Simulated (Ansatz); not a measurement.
AlOPSb (SMILES [Al][O][P]=[Sb]) (doublet)

```xyz
4

Al   -4.0433   -0.0259    5.3248
O    -4.1281   -0.7629    3.7443
P    -4.2633   -1.3271    2.1871
Sb   -3.5316   -3.6019    2.1829
```

Geometry: PBE-D3(BJ)/def2-SVP; ⟨S²⟩ = 0.91, above the pure value of 0.75; core potentials replace the inner electrons of Sb.

These are results of Ansatz, isolated molecule in a Gaussian basis; Kohn-Sham density functional theory, functional PBE0, not measurements.

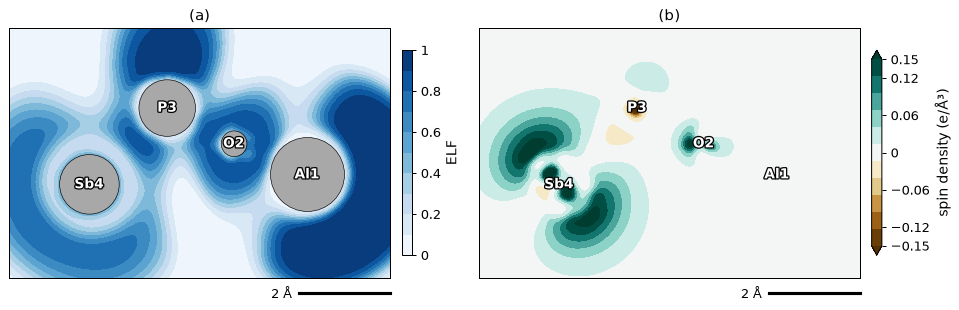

Figure 1. (a) electron localisation function; (b) spin density (α minus β) on the molecular plane. Grey discs cover the atomic cores in the ELF map.

Interpret the plot.

Answer. Atoms in the plane: Al, O, P and Sb. P–O (1.66 Å): the ELF peaks at about 0.85 between the atoms (a polar covalent bond). Al–O (1.75 Å): the ELF peaks at about 0.85 in the valence shell of O, 0.6 Å from its nucleus, and is about 0.35 at the midpoint. Sb–P (2.39 Å): the ELF peaks at about 0.85 between the atoms: localised, covalent bonding. The ELF also peaks beside Sb4, O2 and P3, away from the bonds: non-bonding electrons, paired or unpaired. The unpaired spin (1 electron) lies mostly on Sb4 (about 1.2), in electrons by Hirshfeld's partition, with opposite, polarisation-induced spin on P3.

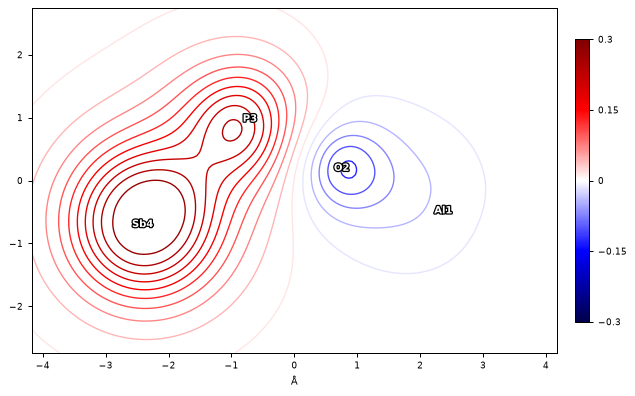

Figure 2. The HOMO−1 (α) on a plane 0.8 Å above the molecular plane (values in Å⁻³ᐟ²; the overall sign is arbitrary).

Describe this orbital and give its energy.

Answer. It lies mainly on Sb4 (about 70 %) and P3 (about 25 %); it changes sign across the molecular plane (π type); π-bonding across P3–Sb4. Its energy is −6.37 eV.
